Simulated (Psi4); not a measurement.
# UBHLYP/def2-TZVP (core potential) run of SnH3Se (SMILES [SeH][SnH2])

Aim: the vertical ionisation energy of SnH3Se at UBHLYP/def2-TZVP (core potential), from 2 runs. 

The calculation is run with Psi4 1.11.

1 further run of the same task is left out (set aside as unsound or not needed).

### Step 1. The structure to begin with

SnH3Se has 5 atoms, charge 0, and is taken as a doublet. As SMILES, `[SeH][SnH2]`. The shape is that of a PBE0-D4/def2-TZVP optimisation. This is one conformer, not always the lowest.

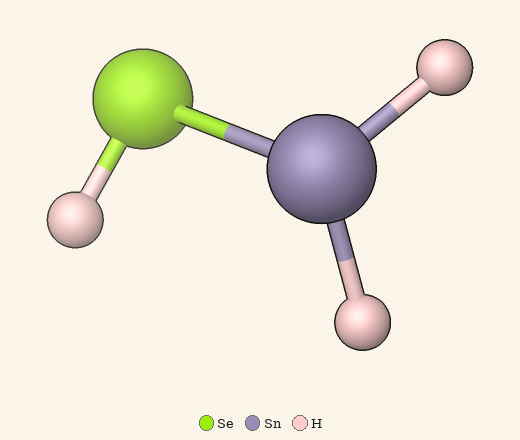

Viewed from a chosen angle; selenium green, tin purple, hydrogen pink.

### Step 2. Energy and forces at UBHLYP/def2-TZVP (core potential)

h3sesn.in reads:

```
memory 1600 MB

molecule {
  0 2
  Se     1.009200    -0.943500     1.084400
  Sn     0.052500     0.454000    -0.809900
  H      0.054300    -2.031300     0.835000
  H     -1.669100     0.397200    -0.687400
  H      0.603000     2.050000    -0.463300
  symmetry c1
}

set globals {
  basis def2-TZVP
  reference uks
  puream true
  e_convergence 1e-09
  d_convergence 1e-08
  scf_type pk
  dft_radial_points 99
  dft_spherical_points 590
  maxiter 200
}

e_tot, wfn = gradient("bhhlyp", return_wfn=True)
oeprop(wfn, "MULLIKEN_CHARGES", "MAYER_INDICES", "LOWDIN_CHARGES")
```

Launch:

```
$ psi4 -i h3sesn.in -o h3sesn.out -n 1
```

h3sesn.out:

```text
[...]
    !!!  WARNING: ECP capability is in beta. Please check occupations closely.  !!!
[...]
  Running in c1 symmetry.
[...]
  Nuclear repulsion =  196.366997372113474
[...]
  Multiplicity = 2
[...]
  Nalpha       = 30
  Nbeta        = 29
[...]
    Number of basis functions: 116
[...]
 WARNING: Atomic UHF is not converging! Try casting from a smaller basis or call Rob at CCMST.
   -------------------------
[...]
   @UKS iter   1: -2616.77478522038427   -3.10356e+00   1.76907e-02 ADIIS/DIIS
[...]
   @UKS iter  14: -2617.55704978444328   -1.27329e-11   6.97100e-09 DIIS
[...]
   @S^2 Observed:                7.556681276E-01
[...]
    Orbital Energies [Eh]
    ---------------------
    Alpha Occupied:
       1A   -456.545854     2A    -59.050124     3A    -52.930927
       4A    -52.930487     5A    -52.929018     6A     -8.232090
       7A     -6.096528     8A     -6.094466     9A     -6.089164
      10A     -5.408456    11A     -3.693628    12A     -3.689910
      13A     -3.687588    14A     -2.312906    15A     -2.311838
      16A     -2.306955    17A     -2.304917    18A     -2.304052
      19A     -1.157140    20A     -1.154419    21A     -1.154248
      22A     -1.151160    23A     -1.149400    24A     -0.788358
      25A     -0.571937    26A     -0.445319    27A     -0.389903
      28A     -0.359624    29A     -0.312791    30A     -0.253415
    Alpha Virtual:
[...]
  @UKS Final Energy: -2617.55704978444328
   => Energetics <=
    Nuclear Repulsion Energy =            196.3669973721134738
    One-Electron Energy =               -4114.1735946076787513
    Two-Electron Energy =                1354.7009116553472268
    DFT Exchange-Correlation Energy =     -54.4513642042250652
    Empirical Dispersion Energy =           0.0000000000000000
    VV10 Nonlocal Energy =                  0.0000000000000000
    Total Energy =                      -2617.5570497844432793
[...]
 Multipole Moments:
 ------------------------------------------------------------------------------------
     Multipole            Electronic (a.u.)      Nuclear  (a.u.)        Total (a.u.)
 ------------------------------------------------------------------------------------
 L = 1.  Multiply by 2.5417464519 to convert [e a0] to [Debye]
 Dipole X            :        -18.1232528           17.8819925           -0.2412604
 Dipole Y            :         29.6766419          -29.6664628            0.0101791
 Dipole Z            :        -41.7884228           41.3234341           -0.4649887
 Magnitude           :                                                    0.5239510
[...]
  -Total Gradient:
     Atom            X                  Y                   Z
    ------   -----------------  -----------------  -----------------
       1        0.002867090209     0.003910247969     0.000576765578
       2        0.001432031400    -0.002738979306    -0.000480233735
       3       -0.003087891404    -0.002639534921    -0.001268369528
       4       -0.001958799719    -0.000188884040     0.000362923941
       5        0.000747924443     0.001659498453     0.000806899174
[...]
  Mulliken Charges: (a.u.)
   Center  Symbol    Alpha    Beta     Spin     Total
       1    SE    17.25537 17.10110  0.15427 -0.35647
       2    SN    11.14138 10.48729  0.65408  0.37133
       3     H     0.43998  0.44398 -0.00400  0.11604
       4     H     0.58764  0.47693  0.11071 -0.06457
       5     H     0.57564  0.49070  0.08494 -0.06633
   Total alpha = 30.00000, Total beta = 29.00000, Total charge = -0.00000
  Lowdin Charges: (a.u.)
   Center  Symbol    Alpha    Beta     Spin     Total
       1    SE    17.08579 16.93412  0.15167 -0.01992
[...]
```

Wall time 37 s (1 thread of Intel Xeon 6975P-C (Granite Rapids), shared host); peak memory 0.72 GiB.

### Step 3. The singlet cation

h3sesn.xyz reads:

```xyz
5
H3SeSn
Se     1.009200    -0.943500     1.084400
Sn     0.052500     0.454000    -0.809900
H      0.054300    -2.031300     0.835000
H     -1.669100     0.397200    -0.687400
H      0.603000     2.050000    -0.463300
```

job.py reads:

```python
import psi4

psi4.set_memory('1600 MB')
psi4.set_num_threads(1)
psi4.core.set_output_file('output.dat', False)

with open('h3sesn.xyz') as f:
    atoms = ''.join(f.readlines()[2:])
m = psi4.geometry('1 1\n' + atoms + 'symmetry c1\nno_reorient\nno_com')

psi4.set_options({
    'basis': 'def2-TZVP',
    'puream': True,
    'e_convergence': 1e-09,
    'd_convergence': 1e-08,
    'scf_type': 'pk',
    'dft_radial_points': 99,
    'dft_spherical_points': 590,
})

result, w = psi4.gradient("BHHLYP", molecule=m, return_wfn=True)
psi4.oeprop(w, "QUADRUPOLE", "MULLIKEN_CHARGES", "WIBERG_LOWDIN_INDICES")
print('gradient / Eh bohr^-1')
print(result.np.round(6))
print(f'energy = {w.energy():.10f} Eh')
for k, v in sorted(psi4.core.scalar_variables().items()):
    print(f'{k:45s} {v:18.10f}')
```

Launch:

```
$ python job.py
```

output.dat, shortened:

```text
[...]
  Running in c1 symmetry.
[...]
  Nuclear repulsion =  196.366997372113474
[...]
  Multiplicity = 1
[...]
  Nalpha       = 29
  Nbeta        = 29
[...]
    Number of basis functions: 116
[...]
   @RKS iter   1: -2616.53466554876195   -2.86191e+00   1.74283e-02 ADIIS/DIIS
[...]
   @RKS iter  14: -2617.25998662096481   -5.00222e-12   5.51262e-09 DIIS
[...]
  @RKS Final Energy: -2617.25998662096481
   => Energetics <=
    Nuclear Repulsion Energy =            196.3669973721134738
    One-Electron Energy =               -4100.5107801572594326
    Two-Electron Energy =                1341.1832788124859235
    DFT Exchange-Correlation Energy =     -54.2994826483049806
    Empirical Dispersion Energy =           0.0000000000000000
    VV10 Nonlocal Energy =                  0.0000000000000000
    Total Energy =                      -2617.2599866209652646
[...]
  -Total Gradient:
     Atom            X                  Y                   Z
    ------   -----------------  -----------------  -----------------
       1        0.004822694600    -0.003620387720     0.024632975307
       2        0.008704949961    -0.009046495891    -0.051869394934
       3       -0.000881302905    -0.001384370953    -0.002574315190
       4       -0.007852602996     0.007051457329     0.015364741915
       5       -0.004793353574     0.007002165078     0.014442882977
[...]
 Multipole Moments:
 ------------------------------------------------------------------------------------
     Multipole            Electronic (a.u.)      Nuclear  (a.u.)        Total (a.u.)
 ------------------------------------------------------------------------------------
 L = 1.  Multiply by 2.5417464519 to convert [e a0] to [Debye]
 Dipole X            :        -64.7990416           65.1124034            0.3133618
 Dipole Y            :         40.9529256          -40.9600027           -0.0070771
 Dipole Z            :        -36.4357522           35.4060977           -1.0296545
 Magnitude           :                                                    1.0763057
 L = 2.  Multiply by 1.3450342976 to convert [e a0^2] to [Debye ang]
 Quadrupole XX       :       -164.4610229          135.1346910          -29.3263319
 Quadrupole XY       :        112.0825171         -112.0845579           -0.0020409
[...]
  Mulliken Charges: (a.u.)
   Center  Symbol    Alpha    Beta     Spin     Total
[...]
```

On the terminal:

```text
gradient / Eh bohr^-1
[[ 0.004823 -0.00362   0.024633]
 [ 0.008705 -0.009046 -0.051869]
 [-0.000881 -0.001384 -0.002574]
 [-0.007853  0.007051  0.015365]
 [-0.004793  0.007002  0.014443]]
energy = -2617.2599866210 Eh
CURRENT ENERGY                                  -2617.2599866210
CURRENT REFERENCE ENERGY                        -2617.2599866210
DD SOLVATION ENERGY                                 0.0000000000
DFT FUNCTIONAL TOTAL ENERGY                     -2617.2599866210
DFT TOTAL ENERGY                                -2617.2599866210
DFT VV10 ENERGY                                     0.0000000000
DFT XC ENERGY                                     -54.2994826483
GRID ELECTRONS ALPHA                               28.9999998785
GRID ELECTRONS BETA                                28.9999998785
GRID ELECTRONS TOTAL                               57.9999997570
NUCLEAR REPULSION ENERGY                          196.3669973721
ONE-ELECTRON ENERGY                             -4100.5107801573
PCM POLARIZATION ENERGY                             0.0000000000
PE ENERGY                                           0.0000000000
SCF ITERATION ENERGY                            -2617.2599866210
SCF ITERATIONS                                     14.0000000000
SCF TOTAL ENERGY                                -2617.2599866210
TWO-ELECTRON ENERGY                              1341.1832788125
XC GRID RADIAL POINTS                              99.0000000000
XC GRID SPHERICAL POINTS                          590.0000000000
XC GRID TOTAL POINTS                           278808.0000000000
```

Run time: 30 s. Hardware: 1 thread of Intel Xeon 6975P-C (Granite Rapids), shared host; peak memory 0.72 GiB.

### Step 4. What came out

Level: UBHLYP/def2-TZVP (core potential).

| quantity | value |
| --- | --- |
| doublet SnH3Se: total energy | -2617.55705 Eh |
| doublet SnH3Se: dipole moment | 1.33 D |
| doublet SnH3Se: HOMO energy (highest over α and β) | -6.90 eV |
| doublet SnH3Se: LUMO energy (lowest over α and β) | -2.62 eV |
| doublet SnH3Se: ⟨S²⟩ | 0.756 |
| doublet SnH3Se: largest force on an atom | 0.251 eV/Å |
| singlet cation: total energy | -2617.25999 Eh |
| singlet cation: HOMO energy | -13.85 eV |
| singlet cation: LUMO energy | -9.23 eV |
| singlet cation: HOMO–LUMO gap | 4.62 eV |
| singlet cation: largest force on an atom | 2.744 eV/Å |
| vertical ionisation energy (to the singlet cation) | 8.084 eV |

In words: The vertical ionisation energy comes to 8.08 eV (186 kcal/mol). The largest force (doublet SnH3Se) is 0.25 eV/Å: the shape isn't a stationary point for this species at this level. Only the singlet of the ionised species was computed; a triplet could lie lower. Mulliken charges (doublet SnH3Se) run from -0.36 on Se1 to +0.37 on Sn2.
